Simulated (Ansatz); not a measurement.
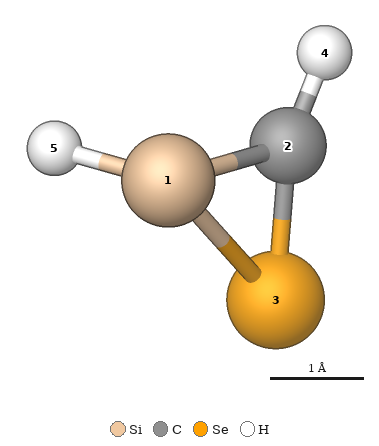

*The input geometry (ball-and-stick view, seen at a tilt; atoms are numbered from 1 in the order of the input).*

Bond lengths as drawn: C–H 1.08 Å, C–Se 1.71 Å, C–Si 1.94 Å, H–Si 1.42 Å and Se–Si 2.49 Å.

CH₂SeSi: geometry relaxation

- system: CH₂SeSi
- method: RKS PBE-D4/def2-SVP (Ansatz 0.2.0)

Figures and captions count atoms from 1; the log counts them from 0 in places.

Input:
```yaml
crystal:
  periodic: [false, false, false]
  atoms:
    - {symbol: Si, position_ang: [0.387861, 1.080633, -0.412870]}
    - {symbol: C, position_ang: [-0.677958, -0.433208, 0.157746]}
    - {symbol: Se, position_ang: [-0.004830, -1.254300, -1.185288]}
    - {symbol: H, position_ang: [-1.317725, -0.322862, 1.019609]}
    - {symbol: H, position_ang: [1.555693, 0.936754, 0.382031]}
basis:
  gaussian: {orbitals: def2-SVP}
hamiltonian: {xc: pbe, dispersion: d4}
relax: {f_tol: 0.03, max_steps: 250}
```

Run on 2 threads of AMD EPYC 7571, 11 GiB of memory available, shared host.

Launched with:
```bash
ansatz run in.yaml --threads 2 --pin off --events-out ev --progress --plain --max-ram 4352MiB
```

Log:
```
Functional definition: PBE
  name "PBE"
  cite "Perdew, Burke & Ernzerhof, Phys. Rev. Lett. 77, 3865 (1996) doi:10.1103/PhysRevLett.77.3865"
  parent pbe
  parameter kappa = 0.804
  parameter beta = 0.06672455060314922
  exchange = pbe_x(kappa = kappa, mu = beta*pi^2/3)
  correlation = pbe_c(beta = beta)
816 factors; their error is unknown
mean field evaluation 1: about -74256.5167 eV, gradient 6.3e1 eV
mean field evaluation 2: about -74218.9184 eV, gradient 1.2e2 eV
mean field evaluation 4: about -74260.6841 eV, gradient 4.0e1 eV
mean field evaluation 8: about -74267.4526 eV, gradient 1.7e-1 eV
mean field evaluation 16: about -74267.3209 eV, gradient 9.3e-4 eV
mean field -74267.32089516 eV, -2729.2737026989 hartree, gradient 2.1e-5 eV, S^2 0.000000; 1 other end points of the search recorded, 0 dependent functions left out
the calculation of the forces begins
reference -74267.32092338 eV, -2729.2737037359 hartree; 28, 28 occupied and 46, 46 virtual orbitals, 816 factors
relax step   1: F+E_penalty+E_count = -74267.45404927 eV  Δ(F+E_penalty+E_count) = +0.000e0 eV  max|allowed force component| = 3.620e0 eV/Å  Δτ_max = 0.0000 Å  (46 SCF iters, accepted)
these checks for a lower state are left out or cut short: starts, cluster_reference, orbital_swaps, neighbouring_geometries, increment
816 factors; their error is unknown
mean field evaluation 32: about -74267.8261 eV, gradient 1.9e-5 eV
mean field -74267.82613420 eV, -2729.2922698913 hartree, gradient 1.9e-5 eV, S^2 0.000000; 0 other end points of the search recorded, 0 dependent functions left out
the calculation of the forces begins
reference -74267.82616284 eV, -2729.2922709439 hartree; 28, 28 occupied and 46, 46 virtual orbitals, 816 factors
relax step   2: F+E_penalty+E_count = -74267.95926050 eV  Δ(F+E_penalty+E_count) = -5.052e-1 eV  max|allowed force component| = 2.335e0 eV/Å  Δτ_max = 0.0984 Å  (31 SCF iters, accepted)
these checks for a lower state are left out or cut short: starts, cluster_reference, orbital_swaps, neighbouring_geometries, increment
816 factors; their error is unknown
mean field -74267.96691455 eV, -2729.2974434736 hartree, gradient 7.2e-6 eV, S^2 0.000000; 0 other end points of the search recorded, 0 dependent functions left out
the calculation of the forces begins
reference -74267.96694326 eV, -2729.2974445287 hartree; 28, 28 occupied and 46, 46 virtual orbitals, 816 factors
relax step   3: F+E_penalty+E_count = -74268.09876124 eV  Δ(F+E_penalty+E_count) = -1.395e-1 eV  max|allowed force component| = 1.491e0 eV/Å  Δτ_max = 0.1931 Å  (35 SCF iters, accepted)
these checks for a lower state are left out or cut short: starts, cluster_reference, orbital_swaps, neighbouring_geometries, increment
816 factors; their error is unknown
mean field -74268.04561819 eV, -2729.3003357792 hartree, gradient 6.7e-6 eV, S^2 0.000000; 0 other end points of the search recorded, 0 dependent functions left out
the calculation of the forces begins
reference -74268.04564698 eV, -2729.3003368370 hartree; 28, 28 occupied and 46, 46 virtual orbitals, 816 factors
relax step   4: F+E_penalty+E_count = -74268.17791791 eV  Δ(F+E_penalty+E_count) = -7.916e-2 eV  max|allowed force component| = 8.635e-1 eV/Å  Δτ_max = 0.1520 Å  (36 SCF iters, accepted)
these checks for a lower state are left out or cut short: starts, cluster_reference, orbital_swaps, neighbouring_geometries, increment
816 factors; their error is unknown
mean field -74268.08232856 eV, -2729.3016848602 hartree, gradient 1.2e-5 eV, S^2 0.000000; 0 other end points of the search recorded, 0 dependent functions left out
the calculation of the forces begins
reference -74268.08235702 eV, -2729.3016859061 hartree; 28, 28 occupied and 46, 46 virtual orbitals, 816 factors
relax step   5: F+E_penalty+E_count = -74268.21512560 eV  Δ(F+E_penalty+E_count) = -3.721e-2 eV  max|allowed force component| = 7.144e-1 eV/Å  Δτ_max = 0.0780 Å  (29 SCF iters, accepted)
these checks for a lower state are left out or cut short: starts, cluster_reference, orbital_swaps, neighbouring_geometries, increment
816 factors; their error is unknown
mean field -74268.11265246 eV, -2729.3027992431 hartree, gradient 7.7e-6 eV, S^2 0.000000; 0 other end points of the search recorded, 0 dependent functions left out
the calculation of the forces begins
reference -74268.11268100 eV, -2729.3028002919 hartree; 28, 28 occupied and 46, 46 virtual orbitals, 816 factors
relax step   6: F+E_penalty+E_count = -74268.24515143 eV  Δ(F+E_penalty+E_count) = -3.003e-2 eV  max|allowed force component| = 1.085e-1 eV/Å  Δτ_max = 0.0472 Å  (31 SCF iters, accepted)
these checks for a lower state are left out or cut short: starts, cluster_reference, orbital_swaps, neighbouring_geometries, increment
816 factors; their error is unknown
mean field evaluation 64: about -74268.2476 eV, gradient 2.6e-3 eV
mean field -74268.11448119 eV, -2729.3028664476 hartree, gradient 6.7e-6 eV, S^2 0.000000; 0 other end points of the search recorded, 0 dependent functions left out
the calculation of the forces begins
reference -74268.11450973 eV, -2729.3028674964 hartree; 28, 28 occupied and 46, 46 virtual orbitals, 816 factors
relax step   7: F+E_penalty+E_count = -74268.24695993 eV  Δ(F+E_penalty+E_count) = -1.809e-3 eV  max|allowed force component| = 3.152e-2 eV/Å  Δτ_max = 0.0109 Å  (31 SCF iters, accepted)
these checks for a lower state are left out or cut short: starts, cluster_reference, orbital_swaps, neighbouring_geometries, increment
816 factors; their error is unknown
mean field -74268.11454528 eV, -2729.3028688028 hartree, gradient 2.1e-5 eV, S^2 0.000000; 0 other end points of the search recorded, 0 dependent functions left out
the calculation of the forces begins
reference -74268.11457382 eV, -2729.3028698517 hartree; 28, 28 occupied and 46, 46 virtual orbitals, 816 factors
relax step   8: F+E_penalty+E_count = -74268.24702381 eV  Δ(F+E_penalty+E_count) = -6.388e-5 eV  max|allowed force component| = 1.108e-2 eV/Å  Δτ_max = 0.0034 Å  (23 SCF iters, accepted)
```

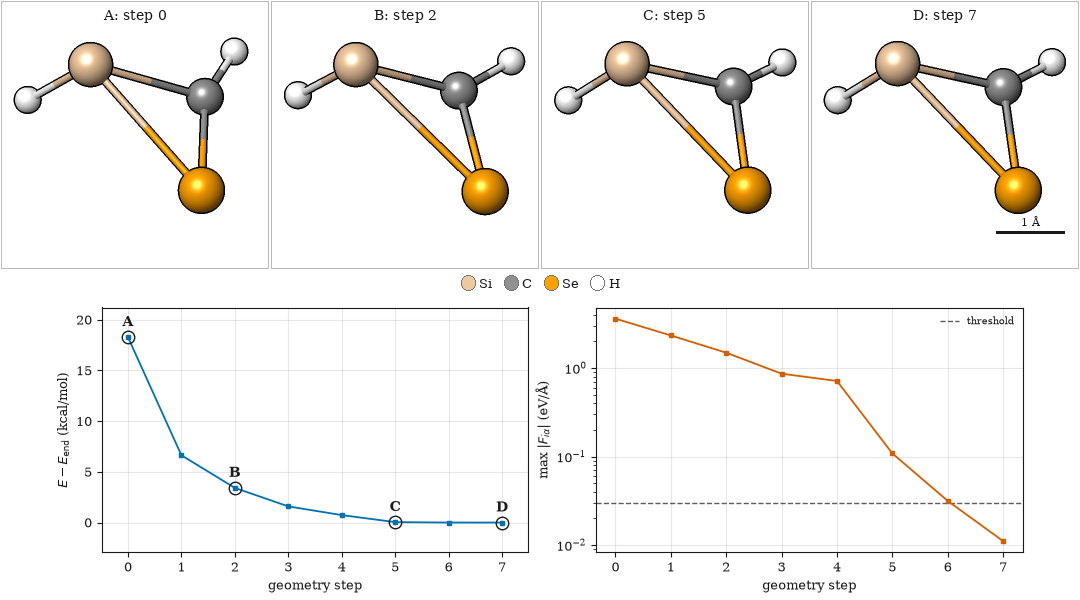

*Frames of the relaxation (ball-and-stick view, seen at a tilt) above the curves, on which the letters mark them (the first geometry is step 0 here and step 1 in the log).*

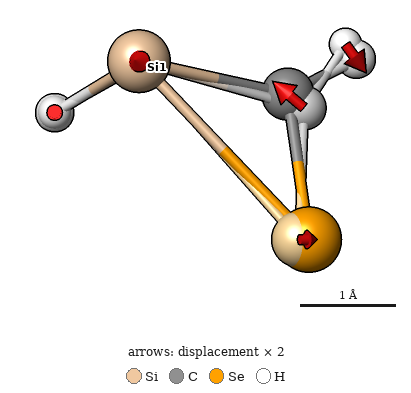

*Start (faint) and end (solid) with the displacements as red arrows, magnified 2 times (ball-and-stick view, seen at a tilt). The two geometries are laid on each other by the best rigid fit.*

The energy falls by 18.3 kcal/mol in 7 geometry steps. The largest force component goes from 3.6 to 0.011 eV/Å. C2 moves most after the best rigid fit: 0.22 Å. Largest moves by element: C 0.22 Å, H 0.19 Å, Si 0.14 Å, Se 0.11 Å. Distances before and after: Si1–H5 1.420 → 1.548 Å, Si1–Se3 2.491 → 2.593 Å, C2–Se3 1.712 → 1.810 Å, Si1–C2 1.937 → 1.855 Å. Among the angles that change: Se3–C2–H4 155.3° → 123.8°, Si1–C2–H4 118.8° → 146.1°, C2–Si1–H5 102.0° → 92.7°. (Atoms are counted from 1 in the order of the input.)

```
816 factors; their error is unknown
mean field -74268.11454528 eV, -2729.3028688028 hartree, gradient 2.1e-5 eV, S^2 0.000000; 1 other end points of the search recorded, 0 dependent functions left out
the calculation of the forces begins
reference -74268.11457382 eV, -2729.3028698517 hartree; 28, 28 occupied and 46, 46 virtual orbitals, 816 factors
Total energy: -74268.24705235 eV, -2729.3077383481 hartree
Atom 0 at     0.402729     1.151287    -0.532557 Å, force     0.001534    -0.011077     0.003341 eV/Å
Atom 1 at    -0.614305    -0.220603     0.192298 Å, force     0.007768     0.004211     0.006512 eV/Å
Atom 2 at    -0.083061    -1.321285    -1.142793 Å, force    -0.001378     0.000719    -0.005979 eV/Å
Atom 3 at    -1.328403    -0.514228     0.983644 Å, force    -0.008421    -0.001430    -0.000837 eV/Å
Atom 4 at     1.566081     0.911847     0.460636 Å, force     0.000498     0.007577    -0.003037 eV/Å
Dipole moment:    -0.153973    -0.159033     0.188816 e Å
```

Trajectory as extended XYZ (Å, eV, eV/Å), 8 frames, from step=1 to step=8:
```
5
Properties=species:S:1:pos:R:3:forces:R:3 step=1 energy=-74267.45405
Si    0.3879    1.0806   -0.4129   -2.2472   0.2763  -1.3670
C    -0.6780   -0.4332    0.1577    0.8564   3.6196   1.4290
Se   -0.0048   -1.2543   -1.1853    0.5642  -2.1369  -1.9525
H    -1.3177   -0.3229    1.0196   -0.9083  -1.2126   0.4595
H     1.5557    0.9368    0.3820    1.7350  -0.5463   1.4309
5
Properties=species:S:1:pos:R:3:forces:R:3 step=2 energy=-74267.95926
Si    0.3609    1.1450   -0.4822   -0.7040  -0.1939  -0.3942
C    -0.6419   -0.3483    0.1594    0.5000   2.3354   0.7167
Se    0.0049   -1.2841   -1.1815   -0.0293  -1.0446  -0.6404
H    -1.3034   -0.3665    1.0419   -0.2757  -1.0053  -0.1782
H     1.5225    0.8609    0.4236    0.5091  -0.0916   0.4961
5
Properties=species:S:1:pos:R:3:forces:R:3 step=3 energy=-74268.09876
Si    0.4212    1.1691   -0.5846    0.2406  -0.5055   0.6619
C    -0.5265   -0.2337    0.1989   -1.4914  -0.4996   0.0306
Se   -0.1634   -1.3766   -1.2021    0.1959   0.6597   0.6948
H    -1.3182   -0.5057    1.0019    1.2054   0.3033  -0.8517
H     1.5298    0.9540    0.5470   -0.1506   0.0420  -0.5356
5
Properties=species:S:1:pos:R:3:forces:R:3 step=4 energy=-74268.17792
Si    0.3946    1.1793   -0.5291    0.1742  -0.2948   0.0332
C    -0.6657   -0.1940    0.1527    0.2690  -0.8125   0.5369
Se   -0.0545   -1.3438   -1.1454   -0.3803   0.6575   0.4375
H    -1.3216   -0.5274    1.0207    0.3373   0.3348  -0.8635
H     1.5903    0.8929    0.4623   -0.4001   0.1151  -0.1442
5
Properties=species:S:1:pos:R:3:forces:R:3 step=5 energy=-74268.21513
Si    0.4259    1.1401   -0.5730   -0.2643   0.0409   0.3276
C    -0.6283   -0.2159    0.2080    0.0925   0.5932   0.1032
Se   -0.0722   -1.2717   -1.1214    0.1240  -0.7144  -0.5134
H    -1.3349   -0.5453    0.9899   -0.0268   0.0755   0.0695
H     1.5524    0.8998    0.4577    0.0747   0.0048   0.0131
5
Properties=species:S:1:pos:R:3:forces:R:3 step=6 energy=-74268.24515
Si    0.4093    1.1559   -0.5423   -0.1085  -0.1034   0.0713
C    -0.6202   -0.2164    0.1925    0.0474   0.0458   0.0311
Se   -0.0785   -1.3149   -1.1391   -0.0162  -0.0212  -0.0184
H    -1.3285   -0.5226    0.9898    0.0582   0.0629  -0.0943
H     1.5608    0.9050    0.4603    0.0190   0.0160   0.0103
5
Properties=species:S:1:pos:R:3:forces:R:3 step=7 energy=-74268.24696
Si    0.4035    1.1512   -0.5344   -0.0040  -0.0197   0.0164
C    -0.6129   -0.2215    0.1919   -0.0074   0.0315   0.0125
Se   -0.0846   -1.3213   -1.1438    0.0084  -0.0137  -0.0154
H    -1.3266   -0.5134    0.9846   -0.0016  -0.0049  -0.0044
H     1.5637    0.9120    0.4630    0.0046   0.0067  -0.0092
5
Properties=species:S:1:pos:R:3:forces:R:3 step=8 energy=-74268.24702
Si    0.4027    1.1513   -0.5326    0.0015  -0.0111   0.0033
C    -0.6143   -0.2206    0.1923    0.0078   0.0042   0.0065
Se   -0.0831   -1.3213   -1.1428   -0.0014   0.0007  -0.0060
H    -1.3284   -0.5142    0.9836   -0.0084  -0.0014  -0.0008
H     1.5661    0.9118    0.4606    0.0005   0.0076  -0.0030
```

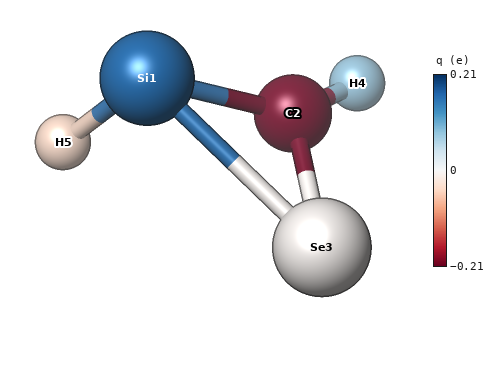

*Mulliken charges, as the colour of each atom (ball-and-stick view, seen at a tilt; atoms are numbered from 1 in the order of the input).*

By element: Si +0.16, C −0.20, Se −0.01 and H −0.04 to +0.09 e.

Summary:

| quantity | value |
| --- | --- |
| outcome | converged |
| total energy | −74268.2471 eV |
| mean-field energy | −74268.1146 eV |
| dispersion energy | −0.1325 eV |
| SCF solution under orbital rotations | stable |
| largest force (length of the vector) at the end | 0.012 eV/Å |
| dipole moment | 1.40 D |
| wall time | 29 s (CPU time 53 s) |
| peak memory | 0.17 GiB |
